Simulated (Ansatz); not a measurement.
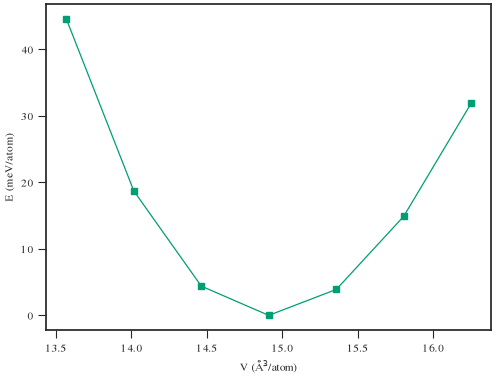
Al$_{2}$Cu in space group I4/mcm (No. 140; Cu on 4a, Al on 8h) under volume change, PBE (plane waves, PAW; program Ansatz), shape and atoms relaxed at each volume.

Problem. What does a third-order Birch–Murnaghan fit give for V₀, B₀ and B′?

Solution. V₀ = 14.91 Å³/atom, B₀ = 99.4 GPa, B′ = 4.5.

The PBE relaxation kept the symmetry of its start. No spin polarisation was allowed.

Potentials: the earlier of the program's two PAW sets.
